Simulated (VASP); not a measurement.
Band structure of CaS (rock salt). Method: PBE GGA with D4 dispersion, VASP's PBE PAW potentials (set 64) (plane waves; VASP).

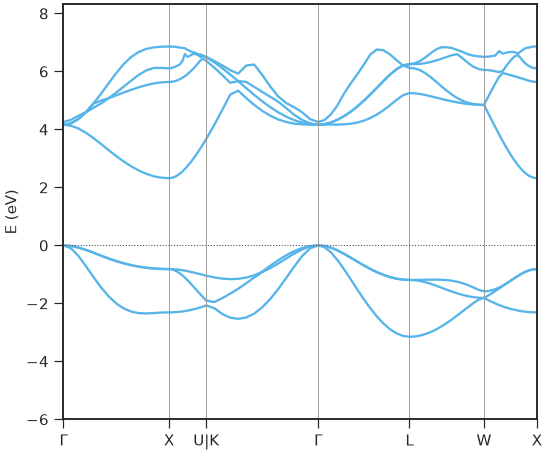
Bands along high-symmetry lines, zero at the valence-band maximum or, without a gap, the Fermi level

Read the plot: is there a gap, and where are the band edges?

The gap is indirect, 2.32 eV, from the valence maximum at Γ to the conduction minimum at X. (Edges off the drawn lines would not show.)

Measured: gap 4.43 eV (computed value off by -2.11 eV), as given by David Waroquiers et al., Physical Review B (2013), arXiv:1302.6756.

The compound is CaS in the rock salt structure. It was relaxed first.
